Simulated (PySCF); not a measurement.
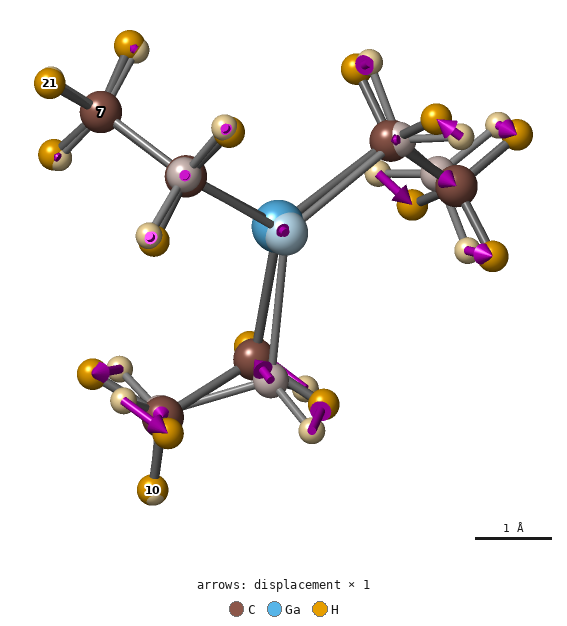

A relaxation of C$_{6}$H$_{15}$Ga. The starting structure is drawn faded, the final one solid; purple arrows show the displacements, at their true length. The two geometries are superimposed by the best rigid fit.

The picture is a ball-and-stick view, seen at a tilt.

The start comes from GFN2-xTB.

Theory: PBE0-D3(BJ)/def2-SVP geometry optimisation, gas phase (PySCF). 

### Atoms of which element are displaced furthest, and by how much?

Hydrogen: up to 1.02 Å, against 0.48 Å for carbon.

### Describe the change and its energy.

An H atom moves most after the best rigid fit: 1.02 Å. Largest moves by element: H 1.02 Å, C 0.48 Å, Ga 0.19 Å. Some distances before and after: C–Ga 2.079 → 1.985 Å, C–H 1.091 → 1.103 Å, C–C 1.532 → 1.525 Å. Bond angles that change, for instance: C–C–Ga 111.6° → 115.7°, Ga–C–C 112.5° → 115.8°, Ga–C–H 110.3° → 107.1°. Groups turn about C–Ga by about 30°, C–Ga by about 25°. Over 14 geometry steps the energy falls by 0.232 eV. The largest force component goes from 1 to 0.011 eV/Å.
